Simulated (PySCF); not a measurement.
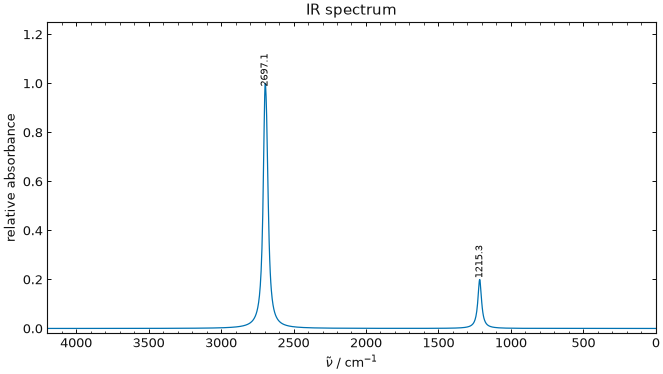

Unscaled harmonic wavenumbers and double-harmonic intensities, B3LYP/def2-TZVP, PySCF, isolated molecule. Structures are the lowest points that the searches found. Degenerate modes count as one line, with their intensities summed. Lorentzian lines of 30 cm⁻¹ full width. Close modes add up in the curve.

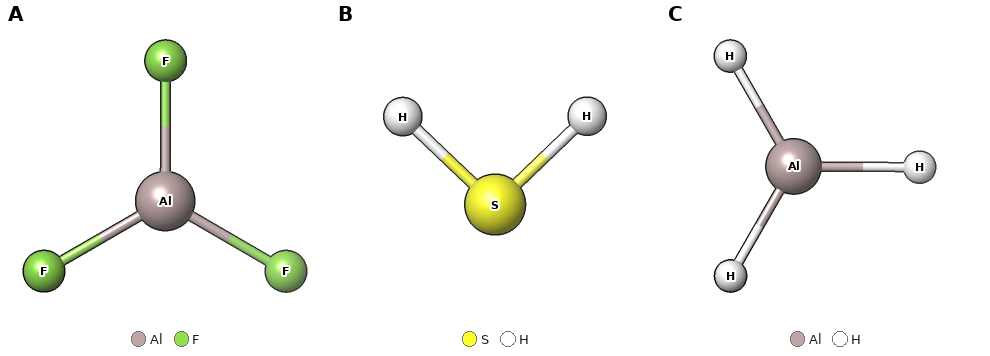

Which molecule gives this infrared spectrum? Choose among the lettered structures.

Answer. Structure B, SH₂, singlet. It has its most intense lines at 2697.1, 2683.6 and 1215.3 cm⁻¹.
